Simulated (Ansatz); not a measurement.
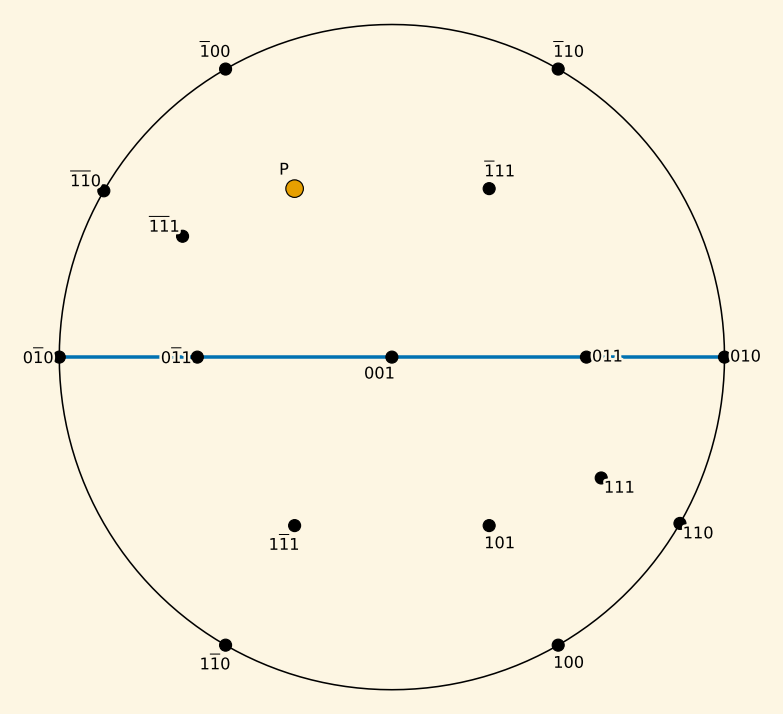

Stereographic projection of plane normals (upper hemisphere) centred on (0 0 1). Crystal: KLi, the end point of a relaxation with Ansatz 0.2.0, DFT PBEsol, scalar-relativistic, plane waves, PAW; the starting structure was generated, so it need not be a known form of this composition. Symmetry computed with spglib at a tolerance of 0.002 Å; standard conventional cell.

a = 4.046 Å, b = 4.046 Å, c = 6.230 Å, α = 90.00°, β = 90.00°, γ = 120.00°.

### Index the pole marked P.

P is (−1 0 1), in four indices (−1 0 1 1), 60.6° from the centre.

### Which zone does the coloured great circle trace?

The zone [1 0 0]: its poles satisfy h = 0.

### What is the angle between the normals of (0 0 1) and (−1 0 1), and what are their d_hkl = 1/|g|?

60.6°; d = 6.230 Å and 3.054 Å.
